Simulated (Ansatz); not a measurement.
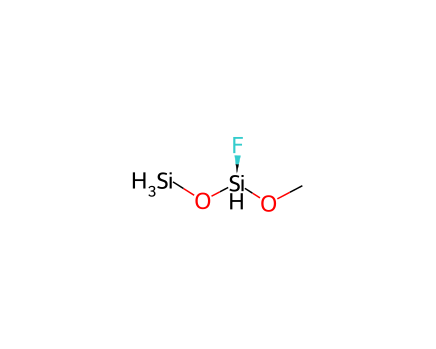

The geometry was computed by an optimisation with PBE0-D4/def2-TZVP. No frequency run is at hand to confirm it as a minimum. Program: Ansatz 0.2.0.

Compare dipole (D), HOMO–LUMO gap (eV), HOMO energy (eV) at these levels: B3LYP-D4/def2-TZVPP; PBE-D4/def2-TZVPP; r2SCAN-D4/def2-TZVPP; ωB97M-V/def2-TZVPP.

```tsv
level	dipole (D)	HOMO–LUMO gap (eV)	HOMO energy (eV)
B3LYP-D4/def2-TZVPP	1.53	8.54	−8.55
PBE-D4/def2-TZVPP	1.45	6.50	−7.18
r2SCAN-D4/def2-TZVPP	1.49	7.30	−7.54
ωB97M-V/def2-TZVPP	1.53	13.11	−11.21
```
